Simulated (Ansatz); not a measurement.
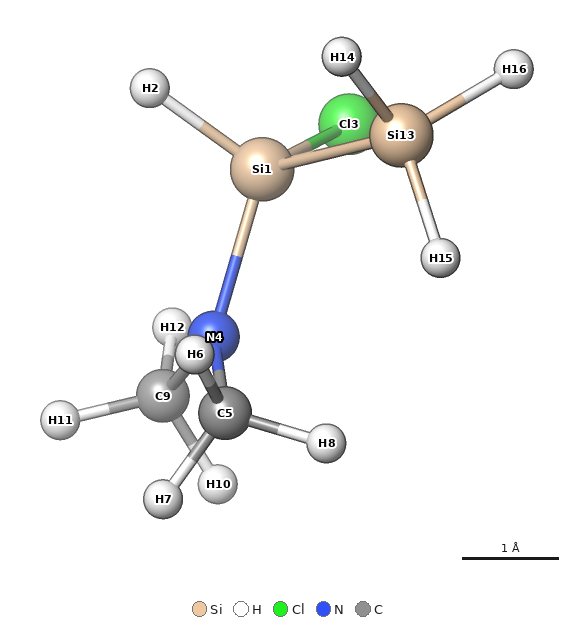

*The structure as given in the input (ball-and-stick view, seen at an oblique angle; atoms are numbered from 1 in the order of the input).*

## Geometry relaxation, with input and output: C2H10ClNSi2 (part 1 of 2)

The run: geometry relaxation of C2H10ClNSi2. Method and program: RKS PBE-D4/6-31G (Ansatz 0.2.0).

It belongs to a series of runs on one base structure; here: start relaxed. Figures and captions count atoms from 1; the log counts them from 0 in places.

## Input file
```yaml
crystal:
  periodic: [false, false, false]
  atoms:
    - { symbol: Si, position_ang: [0.0, 0.0, 0.0] }
    - { symbol: H, position_ang: [0.0, 0.0, 1.46] }
    - { symbol: Cl, position_ang: [2.0086, 0.0, -0.7093] }
    - { symbol: "N", position_ang: [-0.8572, 1.4851, -0.6061] }
    - { symbol: C, position_ang: [-2.2719, 1.4087, -0.9981] }
    - { symbol: H, position_ang: [-2.8245, 0.7784, -0.2704] }
    - { symbol: H, position_ang: [-2.7088, 2.429, -1.0098] }
    - { symbol: H, position_ang: [-2.3521, 0.9607, -2.0106] }
    - { symbol: C, position_ang: [-0.1354, 2.762, -0.7039] }
    - { symbol: H, position_ang: [-0.2436, 3.1711, -1.73] }
    - { symbol: H, position_ang: [-0.5567, 3.4827, 0.0276] }
    - { symbol: H, position_ang: [0.9399, 2.5975, -0.4831] }
    - { symbol: Si, position_ang: [-1.0456, -1.8115, -0.7393] }
    - { symbol: H, position_ang: [-1.7029, -2.4846, 0.3772] }
    - { symbol: H, position_ang: [-2.0454, -1.4265, -1.7311] }
    - { symbol: H, position_ang: [-0.0777, -2.7173, -1.3511] }
basis:
  gaussian: { orbitals: "6-31G" }
hamiltonian:
  xc: pbe
  dispersion: d4
relax:
  f_tol: 0.02
  max_steps: 40
```

Hardware: 1 thread of Arm Neoverse V1, 24 GiB of memory available, shared host.

Launch command:
```bash
ansatz run input.yaml --threads 1 --pin off --max-ram 2048MiB --backend cpu --events-out ev --progress --plain --runs-dir out
```

## Output
```
The last accepted step is kept in [file] (removed where the run ends without a failure and the disk answers)
Engine: ansatz 0.2.0, aarch64-unknown-linux-gnu
Functional definition: PBE
  parameter kappa = 0.804
  parameter beta = 0.06672455060314922
  exchange = pbe_x(kappa = kappa, mu = beta*pi^2/3)
  correlation = pbe_c(beta = beta)
1208 factors; integrals over basis functions are off by at most 1.5e-4 eV
mean field evaluation 1: about -31973.9271 eV, gradient 6.0e1 eV
mean field evaluation 2: about -31914.7737 eV, gradient 1.4e2 eV
mean field evaluation 4: about -31982.6562 eV, gradient 8.6e0 eV
mean field evaluation 8: about -31982.9015 eV, gradient 2.3e-1 eV
mean field evaluation 16: about -31982.9016 eV, gradient 1.5e-5 eV
mean field -31982.90163416 eV, -1175.3499562660 hartree, gradient 1.5e-5 eV, S^2 0.000000; 0 other end points of the search recorded, 0 dependent functions left out
the calculation of the forces begins
reference -31982.90167308 eV, -1175.3499576964 hartree; 37, 37 occupied and 49, 49 virtual orbitals, 1208 factors
relax step   1: F+E_penalty+E_count = -31983.34929085 eV  Δ(F+E_penalty+E_count) = +0.000e0 eV  max|allowed force component| = 2.140e0 eV/Å  Δτ_max = 0.0000 Å  (27 SCF iters, accepted)
these checks for a lower state are left out or cut short: starts, cluster_reference, orbital_swaps, neighbouring_geometries, increment
1208 factors; integrals over basis functions are off by at most 1.6e-4 eV
mean field -31983.33205782 eV, -1175.3657740437 hartree, gradient 1.3e-5 eV, S^2 0.000000; 0 other end points of the search recorded, 0 dependent functions left out
[... from here on the field's lines of each further geometry are left out, up to the last ...]
relax step   2: F+E_penalty+E_count = -31983.76943265 eV  Δ(F+E_penalty+E_count) = -4.201e-1 eV  max|allowed force component| = 8.630e-1 eV/Å  Δτ_max = 0.1957 Å  (26 SCF iters, accepted)
relax step   3: F+E_penalty+E_count = -31983.83559124 eV  Δ(F+E_penalty+E_count) = -6.616e-2 eV  max|allowed force component| = 2.137e-1 eV/Å  Δτ_max = 0.1354 Å  (28 SCF iters, accepted)
relax step   4: F+E_penalty+E_count = -31983.86494052 eV  Δ(F+E_penalty+E_count) = -2.935e-2 eV  max|allowed force component| = 3.001e-1 eV/Å  Δτ_max = 0.1554 Å  (27 SCF iters, accepted)
relax step   5: F+E_penalty+E_count = -31983.89429645 eV  Δ(F+E_penalty+E_count) = -2.936e-2 eV  max|allowed force component| = 5.586e-1 eV/Å  Δτ_max = 0.1776 Å  (26 SCF iters, accepted)
relax step   6: F+E_penalty+E_count = -31983.93251179 eV  Δ(F+E_penalty+E_count) = -3.822e-2 eV  max|allowed force component| = 5.141e-1 eV/Å  Δτ_max = 0.1968 Å  (27 SCF iters, accepted)
relax step   7: F+E_penalty+E_count = -31983.98108062 eV  Δ(F+E_penalty+E_count) = -4.857e-2 eV  max|allowed force component| = 3.652e-1 eV/Å  Δτ_max = 0.1946 Å  (26 SCF iters, accepted)
relax step   8: F+E_penalty+E_count = -31984.03156774 eV  Δ(F+E_penalty+E_count) = -5.049e-2 eV  max|allowed force component| = 1.744e-1 eV/Å  Δτ_max = 0.2000 Å  (27 SCF iters, accepted)
relax step   9: F+E_penalty+E_count = -31984.06699468 eV  Δ(F+E_penalty+E_count) = -3.543e-2 eV  max|allowed force component| = 1.991e-1 eV/Å  Δτ_max = 0.1942 Å  (27 SCF iters, accepted)
relax step  10: F+E_penalty+E_count = -31984.09031097 eV  Δ(F+E_penalty+E_count) = -2.332e-2 eV  max|allowed force component| = 2.640e-1 eV/Å  Δτ_max = 0.1950 Å  (25 SCF iters, accepted)
relax step  11: F+E_penalty+E_count = -31984.09646527 eV  Δ(F+E_penalty+E_count) = -6.154e-3 eV  max|allowed force component| = 2.913e-1 eV/Å  Δτ_max = 0.1992 Å  (26 SCF iters, accepted)
relax step  12: F+E_penalty+E_count = -31984.13446172 eV  Δ(F+E_penalty+E_count) = -3.800e-2 eV  max|allowed force component| = 9.409e-2 eV/Å  Δτ_max = 0.1323 Å  (27 SCF iters, accepted)
relax step  13: F+E_penalty+E_count = -31984.13586202 eV  Δ(F+E_penalty+E_count) = -1.400e-3 eV  max|allowed force component| = 2.040e-1 eV/Å  Δτ_max = 0.0897 Å  (25 SCF iters, accepted)
relax step  14: F+E_penalty+E_count = -31984.14014119 eV  Δ(F+E_penalty+E_count) = -4.279e-3 eV  max|allowed force component| = 4.631e-2 eV/Å  Δτ_max = 0.0459 Å  (25 SCF iters, accepted)
relax step  15: F+E_penalty+E_count = -31984.14061694 eV  Δ(F+E_penalty+E_count) = -4.758e-4 eV  max|allowed force component| = 1.163e-2 eV/Å  Δτ_max = 0.0280 Å  (25 SCF iters, accepted)
the calculation of the forces begins
reference -31983.71272715 eV, -1175.3797633837 hartree; 37, 37 occupied and 49, 49 virtual orbitals, 1208 factors
relax step  16: F+E_penalty+E_count = -31984.14070755 eV  Δ(F+E_penalty+E_count) = -9.061e-5 eV  max|allowed force component| = 1.546e-2 eV/Å  Δτ_max = 0.0232 Å  (26 SCF iters, accepted)
1208 factors; integrals over basis functions are off by at most 1.7e-4 eV
mean field evaluation 128: about -31983.5117 eV, gradient 8.2e0 eV
```

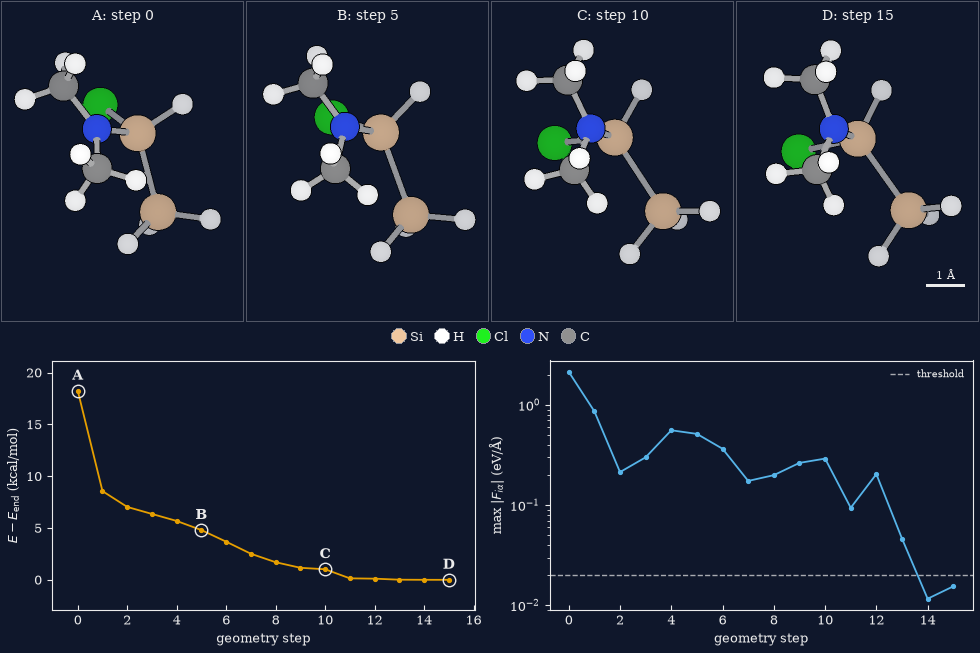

*Frames of the relaxation (ball-and-stick view, seen at a tilt) above the curves, on which the letters mark them (the first geometry is step 0 here and step 1 in the log).*

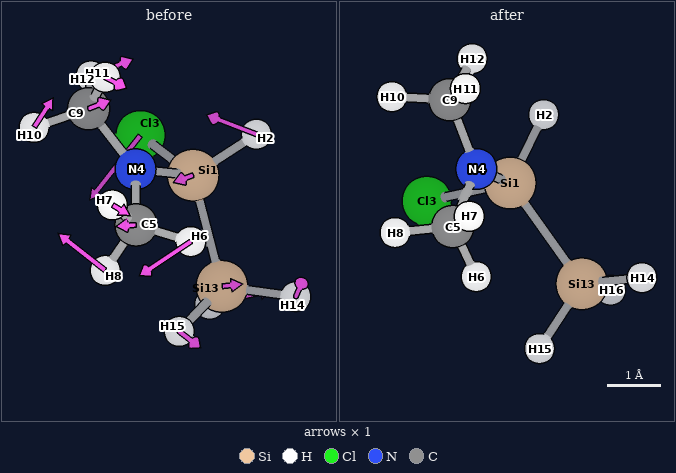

*Before (left) and after (right) the relaxation, at one scale (ball-and-stick view, seen at a tilt). The pink arrows give the displacements, at true length.*

The atom that moves furthest after the best rigid fit is Cl3 (1.60 Å). By element the largest moves are Cl 1.60 Å, H 1.37 Å, C 0.54 Å, Si 0.46 Å, N 0.05 Å. Among the contacts that change: Si1–Si13 2.218 → 2.363 Å, Si1–Cl3 2.130 → 2.262 Å, Si13–H14 1.460 → 1.515 Å, Si1–N4 1.819 → 1.768 Å. Among the angles that change: H2–Si1–Si13 109.5° → 116.5°, C5–N4–C9 120.0° → 113.9°, H2–Si1–Cl3 109.4° → 103.9°. After 15 geometry steps the energy has fallen by 18.3 kcal/mol. The largest force component goes from 2.1 to 0.015 eV/Å. (Atoms are counted from 1 in the order of the input.)

```
mean field -31983.71268692 eV, -1175.3797619054 hartree, gradient 1.8e-5 eV, S^2 0.000000; 1 other end points of the search recorded, 0 dependent functions left out
the calculation of the forces begins
reference -31983.71272715 eV, -1175.3797633837 hartree; 37, 37 occupied and 49, 49 virtual orbitals, 1208 factors
Total energy: -31984.14074778 eV, -1175.3954928517 hartree
Atom 0 at     0.130290     0.012219    -0.433596 Å, force    -0.015073    -0.012911    -0.003006 eV/Å
Atom 1 at     1.057230     0.245830     0.735504 Å, force     0.015462     0.002026    -0.005189 eV/Å
Atom 2 at     1.530431    -0.280374    -2.185429 Å, force     0.003510     0.004134     0.007066 eV/Å
Atom 3 at    -0.870631     1.464982    -0.554343 Å, force    -0.004797     0.000689    -0.005697 eV/Å
Atom 4 at    -2.085380     1.525596    -1.379392 Å, force    -0.009885     0.004394    -0.001174 eV/Å
Atom 5 at    -2.467890     0.512653    -1.584110 Å, force     0.005043     0.012612     0.002503 eV/Å
Atom 6 at    -2.873355     2.090187    -0.844677 Å, force     0.006552    -0.005923    -0.008468 eV/Å
Atom 7 at    -1.900871     2.026781    -2.351720 Å, force    -0.000115    -0.006800     0.009762 eV/Å
Atom 8 at    -0.333268     2.784144    -0.185085 Å, force    -0.003275     0.007343     0.006012 eV/Å
Atom 9 at    -0.011460     3.364251    -1.073858 Å, force    -0.000336    -0.002919     0.001690 eV/Å
Atom 10 at    -1.108930     3.367855     0.346435 Å, force     0.000988    -0.001055    -0.003287 eV/Å
Atom 11 at     0.532024     2.668707     0.486447 Å, force     0.001576    -0.001928    -0.001507 eV/Å
Atom 12 at    -1.162457    -1.964635    -0.373909 Å, force    -0.001992    -0.001972     0.002631 eV/Å
Atom 13 at    -2.126792    -1.921922     0.793199 Å, force     0.002142    -0.000045    -0.004283 eV/Å
Atom 14 at    -1.948055    -2.114915    -1.657204 Å, force     0.002241     0.000044     0.002093 eV/Å
Atom 15 at    -0.234185    -3.146059    -0.216263 Å, force    -0.002041     0.002309     0.000852 eV/Å
Dipole moment:    -0.584858     0.302883     0.413662 e Å
```

## Trajectory as extended XYZ (Å, eV, eV/Å), 16 frames, from step=1 to step=16
```
16
Properties=species:S:1:pos:R:3:forces:R:3 step=1 energy=-31983.34929
Si    0.0000    0.0000    0.0000   -1.1966   2.1395  -0.2868
H     0.0000    0.0000    1.4600    0.4966   0.0354   1.1206
Cl    2.0086    0.0000   -0.7093    1.2397   0.0560  -0.2663
N    -0.8572    1.4851   -0.6061    0.9092  -0.7910   0.5433
C    -2.2719    1.4087   -0.9981    0.4606  -0.0275  -0.1248
H    -2.8245    0.7784   -0.2704   -0.1917   0.2275  -0.2480
H    -2.7088    2.4290   -1.0098    0.0084  -0.2500   0.0555
H    -2.3521    0.9607   -2.0106   -0.3907   0.1380   0.0186
C    -0.1354    2.7620   -0.7039   -0.4501  -0.1913   0.0550
H    -0.2436    3.1711   -1.7300    0.2006   0.1414   0.1095
H    -0.5567    3.4827    0.0276    0.1803   0.1917  -0.1003
H     0.9399    2.5975   -0.4831   -0.2743   0.1889  -0.1423
Si   -1.0456   -1.8115   -0.7393   -0.3935  -0.8328  -0.3929
H    -1.7029   -2.4846    0.3772   -0.5029  -0.5040   0.7132
H    -2.0454   -1.4265   -1.7311   -0.6727   0.1205  -0.6615
H    -0.0777   -2.7173   -1.3511    0.5771  -0.6423  -0.3928
16
Properties=species:S:1:pos:R:3:forces:R:3 step=2 energy=-31983.76943
Si   -0.0136    0.0180    0.0264   -0.4627   0.8630   0.0340
H     0.1773    0.0505    1.5256    0.0787  -0.0454   0.1378
Cl    2.0675    0.0358   -0.6658    0.4572   0.0014  -0.2088
N    -0.8456    1.4921   -0.5834    0.2220  -0.4203   0.2142
C    -2.2537    1.4249   -1.0124    0.0380   0.0071  -0.0276
H    -2.8575    0.8072   -0.3186    0.0168   0.0662  -0.1023
H    -2.6858    2.4417   -0.9960    0.0192  -0.0249   0.0222
H    -2.3796    1.0158   -2.0370    0.0145   0.0786   0.0173
C    -0.1562    2.7865   -0.6957   -0.0431  -0.0843   0.0312
H    -0.2409    3.1959   -1.7223   -0.0021  -0.0122   0.0228
H    -0.5626    3.5341    0.0164   -0.0124  -0.0082  -0.0296
H     0.9187    2.6530   -0.4839   -0.0621   0.0483  -0.0186
Si   -1.0831   -1.8957   -0.7583   -0.0624  -0.1271   0.0017
H    -1.7645   -2.5794    0.3828   -0.1835  -0.1925   0.2220
H    -2.1060   -1.5238   -1.7805   -0.2230   0.0386  -0.2223
H    -0.0876   -2.8213   -1.3754    0.2050  -0.1884  -0.0939
16
Properties=species:S:1:pos:R:3:forces:R:3 step=3 energy=-31983.83559
Si    0.0009    0.0371    0.0067   -0.1218   0.1006   0.2137
H     0.2529    0.0361    1.5115    0.0609   0.0361  -0.1007
Cl    2.1074    0.0516   -0.7488   -0.0407  -0.0122  -0.0820
N    -0.8417    1.4990   -0.5628   -0.0453  -0.2104   0.0833
C    -2.2333    1.4424   -1.0444   -0.1280  -0.0268  -0.0734
H    -2.8603    0.7706   -0.4225    0.1398   0.0797  -0.1258
H    -2.6764    2.4522   -0.9605    0.0127  -0.0445   0.0097
H    -2.3251    1.1187   -2.1061    0.0675   0.0781   0.1242
C    -0.1728    2.8021   -0.6677    0.0724   0.0300  -0.0172
H    -0.2555    3.2067   -1.6958   -0.0079  -0.0093  -0.0003
H    -0.5997    3.5469    0.0344   -0.0307  -0.0436  -0.0054
H     0.9021    2.6942   -0.4509   -0.0099   0.0127   0.0229
Si   -1.1145   -1.9357   -0.7159    0.0115   0.0214  -0.0424
H    -1.8163   -2.6428    0.4259    0.0266   0.0496   0.0150
H    -2.1510   -1.5791   -1.7581    0.0072  -0.0391  -0.0269
H    -0.0901   -2.8649   -1.3231   -0.0144  -0.0225   0.0054
16
Properties=species:S:1:pos:R:3:forces:R:3 step=4 energy=-31983.86494
Si   -0.0116    0.0468    0.0317    0.1949  -0.2185  -0.0125
H     0.3495    0.0733    1.5206   -0.0179   0.0151  -0.2270
Cl    2.0532    0.0309   -0.8930   -0.1317  -0.0183   0.0481
N    -0.8493    1.4994   -0.5298   -0.3001  -0.0612   0.0046
C    -2.2164    1.4523   -1.0819   -0.1994  -0.0503  -0.0801
H    -2.8551    0.7118   -0.5504    0.2435   0.1776  -0.1779
H    -2.6853    2.4451   -0.9258    0.0017  -0.1259  -0.0286
H    -2.2505    1.2240   -2.1769    0.0751   0.0944   0.2853
C    -0.1838    2.8043   -0.6288    0.0892   0.0872   0.0051
H    -0.2413    3.1960   -1.6640    0.0035  -0.0215   0.0065
H    -0.6423    3.5519    0.0500   -0.0204  -0.0427  -0.0104
H     0.8852    2.7126   -0.3796   -0.0080  -0.0088   0.0289
Si   -1.1269   -1.9496   -0.6945   -0.0139   0.0274   0.0893
H    -1.8187   -2.6254    0.4825    0.0448   0.0610  -0.1082
H    -2.1748   -1.6347   -1.7513    0.1047  -0.0099   0.0956
H    -0.1053   -2.9033   -1.2867   -0.0661   0.0946   0.0815
```
